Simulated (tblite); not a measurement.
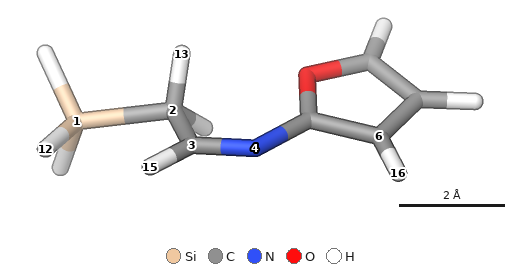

Figure 1. The starting structure (stick view, seen at a tilt; atoms are numbered from 1 in the order of the input). Bond lengths as drawn: C–C 1.38 to 1.49 Å, C–H 1.06 to 1.11 Å, C–N 1.30 to 1.41 Å, C–O 1.29 to 1.32 Å, C–Si 1.88 Å and H–Si 1.46 to 1.47 Å.

# Run report: C$_{6}$H$_{9}$NOSi, geometry relaxation (part 1 of 3)

The run: geometry relaxation of C$_{6}$H$_{9}$NOSi. Method and program: GFN2-xTB geometry optimisation, gas phase (tblite 0.8.0).

It belongs to a series of runs on one base structure; here: constitutional isomer.

## What the program printed
```
step      E/eV     max force
  0    -710.19158    3.831
  1    -710.50846    1.832
  2    -710.56151    0.922
  3    -710.61337    0.683
  4    -710.68428    0.413
  5    -710.69641    0.356
  6    -710.71756    0.331
  7    -710.72943    0.355
  8    -710.73877    0.242
  9    -710.74519    0.174
 10    -710.75122    0.165
 11    -710.75637    0.196
 12    -710.76111    0.162
 13    -710.76496    0.193
 14    -710.76777    0.162
 15    -710.77027    0.160
 16    -710.77302    0.189
 17    -710.77531    0.135
 18    -710.77658    0.066
 19    -710.77719    0.051
 20    -710.77767    0.065
 21    -710.77832    0.081
 22    -710.77917    0.108
 23    -710.78016    0.111
 24    -710.78118    0.080
 25    -710.78215    0.078
 26    -710.78296    0.070
 27    -710.78357    0.059
 28    -710.78405    0.051
 29    -710.78452    0.055
 30    -710.78501    0.056
 31    -710.78548    0.059
 32    -710.78596    0.066
 33    -710.78655    0.057
 34    -710.78722    0.066
 35    -710.78783    0.053
 36    -710.78826    0.048
 37    -710.78861    0.047
 38    -710.78905    0.059
 39    -710.78971    0.076
 40    -710.79065    0.093
 41    -710.79179    0.086
 42    -710.79309    0.106
 43    -710.79447    0.092
 44    -710.79575    0.075
 45    -710.79675    0.070
 46    -710.79754    0.066
 47    -710.79833    0.079
 48    -710.79924    0.074
 49    -710.80014    0.067
 50    -710.80091    0.056
 51    -710.80158    0.058
 52    -710.80222    0.065
 53    -710.80278    0.093
 54    -710.80323    0.082
 55    -710.80379    0.055
 56    -710.80464    0.067
 57    -710.80544    0.076
 58    -710.80686    0.082
 59    -710.80817    0.086
 60    -710.80934    0.077
 61    -710.81047    0.071
 62    -710.81139    0.068
 63    -710.81225    0.069
 64    -710.81310    0.071
 65    -710.81404    0.093
 66    -710.81490    0.094
 67    -710.81591    0.068
 68    -710.81671    0.045
 69    -710.81706    0.044
 70    -710.81762    0.056
 71    -710.81854    0.081
 72    -710.82013    0.090
 73    -710.82231    0.173
 74    -710.82413    0.120
 75    -710.82686    0.086
 76    -710.82830    0.077
 77    -710.82945    0.075
 78    -710.83114    0.078
 79    -710.83256    0.098
 80    -710.83395    0.097
 81    -710.83545    0.104
 82    -710.83713    0.097
 83    -710.83838    0.158
 84    -710.84066    0.092
 85    -710.84242    0.088
 86    -710.84429    0.097
 87    -710.84537    0.139
 88    -710.84714    0.123
 89    -710.84884    0.115
 90    -710.85084    0.124
 91    -710.85331    0.133
 92    -710.85557    0.221
 93    -710.85645    0.253
 94    -710.86009    0.085
 95    -710.86130    0.075
 96    -710.86265    0.090
 97    -710.86373    0.108
 98    -710.86575    0.132
 99    -710.86968    0.169
100    -710.87466    0.135
101    -710.86803    0.343
102    -710.87774    0.156
103    -710.87887    0.113
104    -710.88080    0.122
105    -710.88345    0.173
106    -710.88536    0.122
107    -710.88729    0.089
108    -710.88910    0.157
109    -710.89118    0.097
110    -710.89347    0.148
111    -710.89530    0.130
112    -710.89839    0.155
113    -710.90262    0.195
114    -710.90471    0.304
115    -710.91312    0.172
116    -710.92108    0.260
117    -710.92395    0.316
118    -710.93048    0.312
119    -710.93692    0.225
120    -710.94299    0.159
121    -710.94746    0.238
122    -710.94960    0.177
123    -710.95181    0.115
124    -710.95432    0.109
125    -710.95648    0.095
126    -710.95813    0.126
127    -710.95947    0.093
128    -710.95926    0.238
129    -710.96279    0.107
130    -710.96454    0.093
131    -710.96687    0.087
132    -710.96827    0.098
133    -710.96961    0.070
134    -710.97083    0.069
135    -710.97121    0.123
136    -710.97201    0.075
137    -710.97272    0.059
138    -710.97385    0.056
139    -710.97497    0.083
140    -710.97592    0.060
141    -710.97655    0.043
142    -710.97699    0.051
143    -710.97752    0.054
144    -710.97831    0.059
145    -710.97931    0.070
146    -710.98042    0.067
147    -710.98154    0.077
148    -710.98276    0.090
149    -710.98442    0.139
150    -710.98689    0.155
151    -710.99068    0.149
152    -710.99468    0.131
153    -710.99861    0.114
154    -711.00182    0.119
155    -711.00427    0.114
156    -711.00532    0.098
157    -711.00683    0.081
158    -711.00754    0.050
159    -711.00818    0.044
160    -711.00847    0.041
161    -711.00895    0.039
162    -711.00924    0.039
163    -711.00948    0.032
164    -711.00966    0.030
165    -711.00982    0.030
166    -711.00991    0.021
167    -711.00998    0.018
168    -711.01003    0.018
169    -711.01010    0.022
170    -711.01016    0.023
171    -711.01023    0.020
172    -711.01032    0.022
173    -711.01044    0.021
174    -711.01059    0.027
175    -711.01079    0.032
176    -711.01107    0.039
177    -711.01147    0.052
178    -711.01198    0.058
179    -711.01255    0.063
180    -711.01312    0.069
181    -711.01364    0.049
182    -711.01405    0.049
183    -711.01436    0.044
184    -711.01462    0.036
185    -711.01491    0.035
186    -711.01508    0.028
187    -711.01522    0.023
188    -711.01530    0.018
189    -711.01535    0.014
190    -711.01537    0.008
```

## Trajectory as extended XYZ (Å, eV, eV/Å), 27 of the 191 frames kept, from step=0 to step=190
```
18
Properties=species:S:1:pos:R:3:forces:R:3 step=0 energy=-710.19158
Si    3.2484    0.5245    0.0487    0.9140   0.3320   0.2540
C     1.3785    0.3508   -0.0253    0.6610   0.2650  -0.5030
C     1.0687   -1.0424   -0.4449   -2.5840   0.1370   0.2220
N    -0.1464   -1.4851   -0.5456    0.5690   1.7960   0.6710
C    -1.2058   -0.6203   -0.1955   -0.9280  -3.7030  -0.3180
C    -2.4973   -1.0975    0.0670    0.7190  -1.5930  -0.3240
C    -3.2907   -0.0069    0.3551   -0.8470   0.4420   0.3490
C    -2.4568    1.0872    0.2558   -1.9060  -0.4280   0.3250
O    -1.2536    0.6671   -0.0769    1.8870   3.1820  -0.1140
H     3.7494    0.7058    1.4221   -0.1090  -0.0970  -0.1640
H     3.6521    1.6784   -0.7505    0.0450   0.1060  -0.0180
H     3.8568   -0.6606   -0.5754    0.0480   0.0870   0.1210
H     1.0388    1.0054   -0.8568   -0.1430  -0.1720   0.6040
H     0.8837    0.6550    0.9073   -0.0480  -0.1720  -0.4320
H     1.8859   -1.6754   -0.6953    0.0400  -0.6080  -0.2210
H    -2.7860   -2.1411    0.0622    0.1020   0.3610  -0.0380
H    -4.3526   -0.0454    0.6178    0.7480   0.2000  -0.1810
H    -2.7820    2.1069    0.4183    0.8350  -0.1360  -0.2340
18
Properties=species:S:1:pos:R:3:forces:R:3 step=7 energy=-710.72943
Si    3.3352    0.5621    0.0449    0.0180   0.0430   0.0600
C     1.4503    0.3669   -0.0605    0.0480   0.1110  -0.0020
C     1.0164   -1.0004   -0.4362    0.0500  -0.0380  -0.0860
N    -0.1761   -1.4173   -0.4909   -0.2280  -0.2710  -0.0170
C    -1.2616   -0.6719   -0.1938    0.0090   0.0730   0.0290
C    -2.5193   -1.1549    0.0587   -0.1360  -0.0640   0.0610
C    -3.3159   -0.0319    0.3628   -0.1860  -0.0520   0.0030
C    -2.5052    1.0548    0.2571    0.0870   0.0390  -0.0410
O    -1.2571    0.6940   -0.0742   -0.1120  -0.1450   0.0560
H     3.7593    0.6974    1.4493   -0.0240   0.0040  -0.2120
H     3.6923    1.7331   -0.7641    0.0980  -0.0380   0.1120
H     3.8979   -0.6555   -0.5534    0.1200   0.1040   0.0610
H     1.0281    1.0384   -0.8120    0.0960   0.1060  -0.0780
H     0.9169    0.6395    0.8543    0.1620   0.0400   0.1010
H     1.7612   -1.7337   -0.7080    0.1070  -0.0780  -0.0300
H    -2.7962   -2.1921    0.0477   -0.0250   0.1610  -0.0130
H    -4.3552   -0.0268    0.6204   -0.0190  -0.0110  -0.0020
H    -2.6796    2.1046    0.3862   -0.0640   0.0150  -0.0020
18
Properties=species:S:1:pos:R:3:forces:R:3 step=15 energy=-710.77027
Si    3.3511    0.5681    0.0257    0.1540  -0.0030   0.0440
C     1.4680    0.3607   -0.0924    0.0580   0.1070   0.0450
C     0.9925   -1.0056   -0.4537    0.0480   0.0050   0.0020
N    -0.2007   -1.4361   -0.4681   -0.0040  -0.0310  -0.0080
C    -1.2915   -0.6944   -0.1713   -0.0100   0.0160   0.0430
C    -2.5596   -1.1648    0.0707   -0.0200   0.0110   0.0040
C    -3.3517   -0.0341    0.3602   -0.0330  -0.0180  -0.0090
C    -2.5259    1.0445    0.2558    0.0150  -0.0050   0.0260
O    -1.2787    0.6681   -0.0540   -0.0420  -0.0350   0.0110
H     3.7667    0.7091    1.4232   -0.0330   0.0080  -0.0020
H     3.7617    1.7554   -0.7253    0.0000   0.0000   0.0020
H     3.9866   -0.6223   -0.5327    0.0660  -0.0430  -0.0570
H     1.0660    1.0731   -0.8163   -0.0560  -0.0270  -0.0930
H     0.9992    0.6455    0.8524   -0.0710   0.0000   0.0520
H     1.7386   -1.7425   -0.7214    0.0410  -0.0610  -0.0530
H    -2.8524   -2.1946    0.0443   -0.0270   0.0610   0.0190
H    -4.3913   -0.0216    0.6175   -0.0060   0.0010  -0.0390
H    -2.6877    2.0977    0.3736   -0.0790   0.0130   0.0130
18
Properties=species:S:1:pos:R:3:forces:R:3 step=22 energy=-710.77917
Si    3.3783    0.5622    0.0221   -0.0590   0.0050   0.0330
C     1.4860    0.3632   -0.0956   -0.0150   0.0010  -0.0090
C     0.9987   -1.0034   -0.4541    0.0010  -0.0140   0.0310
N    -0.1972   -1.4302   -0.4535   -0.0590  -0.0060  -0.0110
C    -1.2960   -0.6973   -0.1545    0.0100   0.0490   0.0960
C    -2.5687   -1.1645    0.0779   -0.0050  -0.0270  -0.0260
C    -3.3671   -0.0365    0.3558    0.0000  -0.0060  -0.0120
C    -2.5418    1.0420    0.2618    0.0350   0.0050   0.0250
O    -1.2906    0.6663   -0.0316    0.0120   0.0210  -0.0200
H     3.7623    0.7114    1.4261    0.0090  -0.0210   0.0200
H     3.7856    1.7576   -0.7147    0.0100   0.0260  -0.0270
H     4.0337   -0.6150   -0.5455    0.0150  -0.0230  -0.0220
H     1.0735    1.0589   -0.8330    0.0400   0.0040  -0.0250
H     1.0077    0.6529    0.8463    0.0150   0.0030  -0.0250
H     1.7354   -1.7457   -0.7428    0.0020   0.0080  -0.0100
H    -2.8806   -2.1866    0.0513    0.0290  -0.0400  -0.0010
H    -4.4101   -0.0216    0.5963   -0.0170  -0.0230  -0.0290
H    -2.7179    2.0928    0.3761   -0.0220   0.0390   0.0100
18
Properties=species:S:1:pos:R:3:forces:R:3 step=29 energy=-710.78452
Si    3.3896    0.5591    0.0262   -0.0520  -0.0190  -0.0030
C     1.4972    0.3585   -0.1046   -0.0010   0.0190  -0.0150
C     0.9950   -1.0069   -0.4483    0.0330   0.0370  -0.0110
N    -0.2046   -1.4225   -0.4270    0.0240   0.0080   0.0250
C    -1.2957   -0.6854   -0.1143    0.0130   0.0080  -0.0200
C    -2.5697   -1.1625    0.0855    0.0100  -0.0050   0.0080
C    -3.3797   -0.0392    0.3447   -0.0180  -0.0050   0.0050
C    -2.5596    1.0461    0.2746    0.0180  -0.0190  -0.0080
O    -1.2996    0.6786    0.0049    0.0200  -0.0080   0.0220
H     3.7613    0.6899    1.4364    0.0120  -0.0090  -0.0130
H     3.7983    1.7542   -0.7142   -0.0050   0.0230   0.0270
H     4.0597   -0.6007   -0.5602   -0.0020  -0.0460  -0.0020
H     1.1073    1.0433   -0.8649    0.0050   0.0010  -0.0020
H     1.0118    0.6727    0.8254    0.0010   0.0120  -0.0370
H     1.7210   -1.7479   -0.7670   -0.0090   0.0000   0.0230
H    -2.8638   -2.1906    0.0541   -0.0010   0.0060  -0.0050
H    -4.4293   -0.0368    0.5515   -0.0440   0.0080   0.0010
H    -2.7479    2.0965    0.3855   -0.0040  -0.0100   0.0050
18
Properties=species:S:1:pos:R:3:forces:R:3 step=37 energy=-710.78861
Si    3.3952    0.5439    0.0205   -0.0210   0.0160   0.0150
C     1.5040    0.3721   -0.1318   -0.0020   0.0070   0.0040
C     0.9981   -0.9972   -0.4452    0.0030   0.0190   0.0030
N    -0.1999   -1.4137   -0.3907    0.0080  -0.0210   0.0120
C    -1.2910   -0.6780   -0.0784   -0.0090  -0.0180  -0.0410
C    -2.5664   -1.1633    0.0925   -0.0070  -0.0090   0.0080
C    -3.3908   -0.0468    0.3352    0.0020   0.0080   0.0000
C    -2.5733    1.0419    0.2895    0.0130   0.0080  -0.0070
O    -1.3048    0.6854    0.0477    0.0080  -0.0230   0.0060
H     3.7693    0.6560    1.4299   -0.0010  -0.0250   0.0320
H     3.7997    1.7625   -0.6806    0.0410   0.0120  -0.0200
H     4.0596   -0.6197   -0.5681   -0.0150   0.0040  -0.0220
H     1.1346    1.0470   -0.9113    0.0020  -0.0320  -0.0110
H     1.0077    0.7102    0.7832    0.0100   0.0310  -0.0150
H     1.7170   -1.7460   -0.7627   -0.0070   0.0200   0.0170
H    -2.8483   -2.1941    0.0500   -0.0190  -0.0020  -0.0060
H    -4.4473   -0.0436    0.5085   -0.0010  -0.0190   0.0120
H    -2.7720    2.0897    0.3999   -0.0040   0.0220   0.0140
18
Properties=species:S:1:pos:R:3:forces:R:3 step=44 energy=-710.79575
Si    3.4004    0.5403    0.0258    0.0410  -0.0200  -0.0540
C     1.5110    0.4101   -0.1763   -0.0150  -0.0090   0.0010
C     1.0026   -0.9738   -0.4165   -0.0200  -0.0100   0.0280
N    -0.1876   -1.4085   -0.3302    0.0190   0.0240  -0.0050
C    -1.2908   -0.6826   -0.0382   -0.0100  -0.0280   0.0050
C    -2.5703   -1.1720    0.0946    0.0090   0.0180  -0.0180
C    -3.4036   -0.0582    0.3216    0.0150  -0.0180   0.0050
C    -2.5856    1.0325    0.3139   -0.0680  -0.0070   0.0270
O    -1.3097    0.6792    0.1054   -0.0630   0.0060  -0.0160
H     3.7729    0.5581    1.4425   -0.0460   0.0120  -0.0190
H     3.8551    1.7710   -0.6301    0.0090  -0.0460   0.0460
H     4.0167   -0.6303   -0.6070    0.0160   0.0570  -0.0150
H     1.1773    1.0247   -1.0184    0.0390   0.0040  -0.0310
H     1.0002    0.8323    0.6918   -0.0500  -0.0100   0.0230
H     1.7261   -1.7225   -0.7243   -0.0140  -0.0010   0.0290
H    -2.8605   -2.2003    0.0330    0.0330   0.0130  -0.0110
H    -4.4670   -0.0712    0.4591    0.0620   0.0390   0.0160
H    -2.7959    2.0776    0.4418    0.0430  -0.0230  -0.0100
18
Properties=species:S:1:pos:R:3:forces:R:3 step=51 energy=-710.80158
Si    3.4046    0.5261    0.0216    0.0580   0.0030  -0.0070
C     1.5161    0.4391   -0.2136    0.0350  -0.0320  -0.0250
C     1.0029   -0.9522   -0.3856   -0.0130  -0.0300  -0.0090
N    -0.1809   -1.3953   -0.2710   -0.0220   0.0020  -0.0180
C    -1.2949   -0.6797    0.0004   -0.0020   0.0000   0.0140
C    -2.5731   -1.1802    0.0946   -0.0170   0.0320  -0.0040
C    -3.4191   -0.0738    0.3125   -0.0040   0.0250   0.0150
C    -2.6107    1.0227    0.3424    0.0220   0.0030  -0.0080
O    -1.3289    0.6796    0.1586    0.0320   0.0140  -0.0190
H     3.7458    0.4799    1.4429   -0.0270  -0.0120   0.0230
H     3.9160    1.7665   -0.5661   -0.0250   0.0040   0.0200
H     4.0157   -0.6169   -0.6641   -0.0030   0.0340   0.0040
H     1.2461    0.9951   -1.1168   -0.0290   0.0160  -0.0120
H     0.9782    0.9278    0.6020    0.0020   0.0000  -0.0280
H     1.7250   -1.7074   -0.6795    0.0100  -0.0210   0.0300
H    -2.8510   -2.2104    0.0119    0.0170   0.0240  -0.0040
H    -4.4841   -0.0825    0.4213   -0.0080  -0.0200   0.0250
H    -2.8165    2.0679    0.4769   -0.0230  -0.0420   0.0020
```
